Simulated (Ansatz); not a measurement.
Level of theory: PBE (plane waves to 420 eV, PAW; Ansatz, a program for electronic structure).

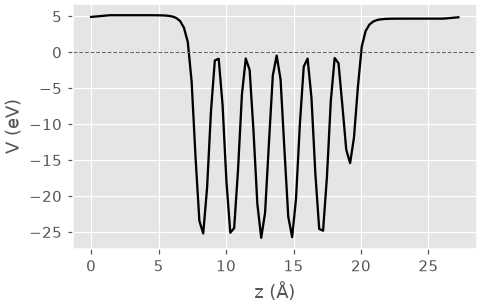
*Planar average of the electrostatic potential across the slab, in eV from the Fermi level, for the (111) surface of fcc Rh, one row in 3 of the top plane missing (bottom of the slab: a bare face, its two planes held)*

Set-up: 17 atoms, 11.1 Å thick at the start with caps and adatoms (thin: gaps and levels are the slab's own); mesh 16x6x1; 0.1 eV smearing; dipole correction on; 6 atoms held, the rest relaxed; held to the part of the start's symmetry that mesh and held atoms allow; no spin, no spin-orbit, no U. In PBE it is, or lies within 0.01 eV a 1x1 cell of, the lowest of the 2 structures of its composition computed so far; subsurface sites and larger cells were not tried.

The vacuum level lies 4.68 eV above the Fermi level over the top face and 5.15 eV above it under the bottom face.
